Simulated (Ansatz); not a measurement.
# What a change does: single-point calculation on BSi2NH7F

System: BSi2NH7F, SMILES BN([SiH3])[SiH2]F.
Method of run 1: RKS PBE0-D4/def2-TZVPP (Ansatz 0.2.0).

The geometry comes from this level: PBE0-D4/def2-TZVP. Text and figures count atoms from 1; the logs count them from 0 in places.

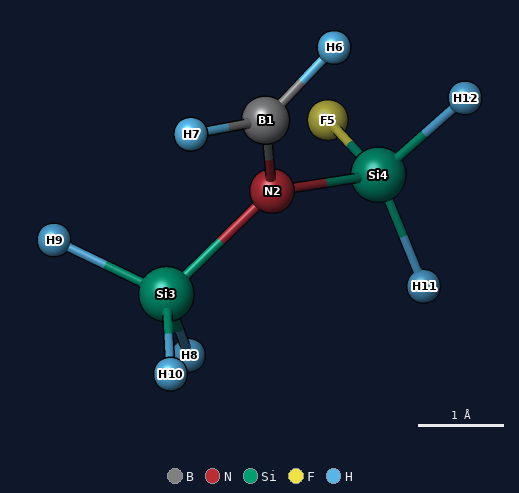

Fig. 1: The structure as given in the input (ball-and-stick view, seen at a tilt; atoms are numbered from 1 in the order of the input). Bond lengths as drawn: B–H 1.20 Å, B–N 1.41 Å, F–Si 1.60 Å, H–Si 1.48 to 1.49 Å and N–Si 1.73 to 1.76 Å.

Input, run 1:
```yaml
crystal:
  periodic: [false, false, false]
  atoms:
    - {symbol: B, position_ang: [0.804509, 1.438755, -0.167052]}
    - {symbol: N, position_ang: [0.137087, 0.198020, -0.052499]}
    - {symbol: Si, position_ang: [0.152424, -0.583804, 1.525603]}
    - {symbol: Si, position_ang: [-0.682742, -0.501248, -1.408072]}
    - {symbol: F, position_ang: [-2.261566, -0.372605, -1.201389]}
    - {symbol: H, position_ang: [0.812414, 2.026581, -1.210349]}
    - {symbol: H, position_ang: [1.366930, 1.891092, 0.792967]}
    - {symbol: H, position_ang: [-0.635949, -1.837470, 1.413268]}
    - {symbol: H, position_ang: [-0.462786, 0.304509, 2.539604]}
    - {symbol: H, position_ang: [1.545930, -0.902811, 1.919690]}
    - {symbol: H, position_ang: [-0.386247, -1.949149, -1.483941]}
    - {symbol: H, position_ang: [-0.312904, 0.232929, -2.633729]}
basis:
  gaussian: {orbitals: def2-TZVPP}
hamiltonian: {xc: pbe0, dispersion: d4}
output: {orbitals: {seedname: orbitals}}
```

Command:
```bash
ansatz run in.yaml --threads 4 --pin off --events-out ev --progress --plain --max-ram 10444MiB
```

Hardware: 4 threads of Intel Xeon @ 2.90GHz, 163 GiB of memory available, shared host.

Output (run 1):
```
Functional definition: PBE0
  parameter a = 0.25
  parameter kappa = 0.804
  parameter beta = 0.06672455060314922
  exchange = (1 - a)*pbe_x(kappa = kappa, mu = beta*pi^2/3) + a*exact_x
  correlation = pbe_c(beta = beta)
1475 factors; their error is unknown
mean field evaluation 1: about -20739.5522 eV, gradient 6.2e1 eV
mean field evaluation 2: about -20728.6663 eV, gradient 9.2e1 eV
mean field evaluation 4: about -20746.3034 eV, gradient 5.5e0 eV
mean field evaluation 8: about -20746.3564 eV, gradient 3.9e-2 eV
mean field evaluation 16: about -20746.3986 eV, gradient 6.4e-5 eV
mean field -20746.39860531 eV, -762.4160863311 hartree, gradient 6.4e-5 eV, S^2 0.000000; 0 other end points of the search recorded, 0 dependent functions left out
reference -20746.39864303 eV, -762.4160877173 hartree; 28, 28 occupied and 247, 247 virtual orbitals, 1475 factors
Total energy: -20746.64218015 eV, -762.4250375415 hartree
```

For run 2 the input was changed thus:
```diff
-hamiltonian: {xc: pbe0, dispersion: d4}
+hamiltonian: {xc: {name: wB97X-V}}
```

Predict how the results change.

The total energies belong to different models, so their difference says nothing on which is more stable or more accurate. The HOMO goes from −8.91 to −11.29 eV. The LUMO goes from −0.90 to 1.23 eV. On the same kind of shared host run 2 took about 3 times as long.

Output (run 2):
```
Functional definition: wB97X-V
  parameter omega = 0.3/bohr
  parameter cx = 0.167
  parameter cx1 = 0.603
  parameter cx2 = 1.194
  parameter css0 = 0.556
  parameter css1 = -0.257
  parameter cos0 = 1.219
  parameter cos1 = -1.850
  parameter b = 6.0
  parameter c = 0.01
  exchange = spin_sum(e_x_unif_sr(omega)*poly(b97_u_x, 1 - cx, cx1, cx2)) + cx*exact_x_sr(omega) + exact_x_lr(omega)
  correlation = spin_sum(e_c_pw_same_spin*poly(b97_u_same, css0, css1))
      + integral(e_c_pw_opposite_spin*poly(b97_u_opposite, cos0, cos1)) + vv10(b, c)
1475 factors; their error is unknown
354 factors; integrals over basis functions are off by at most 1.1e-5 eV
mean field evaluation 1: about -20749.4531 eV, gradient 5.5e1 eV
mean field evaluation 2: about -20749.1276 eV, gradient 5.7e1 eV
mean field evaluation 4: about -20754.6850 eV, gradient 1.1e0 eV
mean field evaluation 8: about -20754.7151 eV, gradient 3.1e-1 eV
mean field evaluation 16: about -20754.7152 eV, gradient 5.1e-5 eV
mean field -20754.71523733 eV, -762.7217169207 hartree, gradient 5.1e-5 eV, S^2 0.000000; 0 other end points of the search recorded, 0 dependent functions left out
reference -20754.71523483 eV, -762.7217168287 hartree; 28, 28 occupied and 247, 247 virtual orbitals, 1475 factors
Total energy: -20754.71523483 eV, -762.7217168287 hartree
```

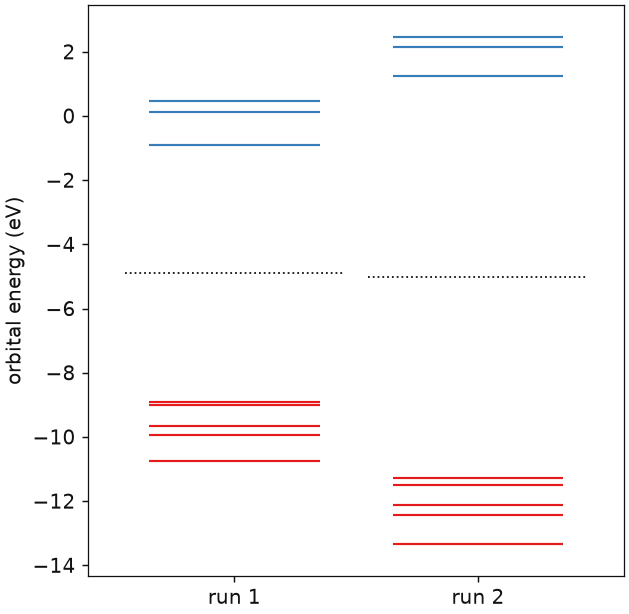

Fig. 2: The five highest filled and three lowest empty orbital energies of the two runs; the dotted lines part filled from empty levels. The HOMO–LUMO gap is 8.01 eV in run 1 and 12.52 eV in run 2.

The two runs side by side:

| quantity | run 1 | run 2 |
| --- | --- | --- |
| outcome | converged | converged |
| total energy (hartree) | −762.425038 | −762.721717 |
| HOMO (eV) | −8.91 | −11.29 |
| LUMO (eV) | −0.90 | 1.23 |
| basis functions | 275 | 275 |
| wall time (shared host) | 2.9 s | 8.5 s |
